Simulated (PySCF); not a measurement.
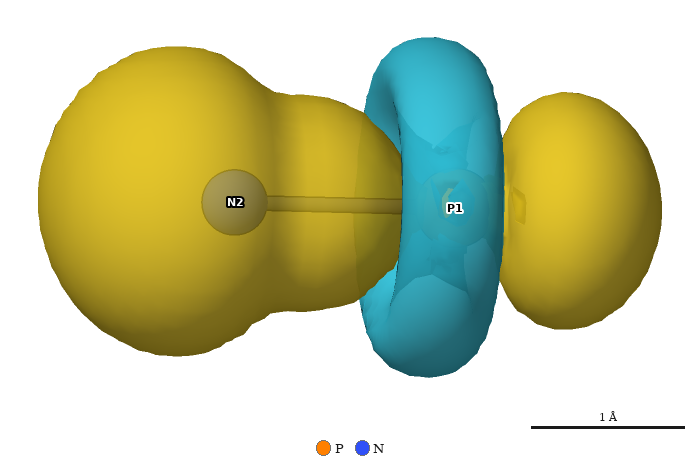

PN (charge +1, doublet). Isosurfaces of the spin density (α minus β) at +0.03 (yellow) and −0.03 e/Å³ (cyan), seen from one side.

The calculation used PBE0/def2-TZVP, non-relativistic Hamiltonian with scalar-relativistic core potentials where named, at a bond length of 1.474 Å in PySCF 2.14.0.

### Where is the unpaired spin?

The unpaired spin (1 electron) lies mostly on N2 (about 0.9), in electrons by Hirshfeld's partition.
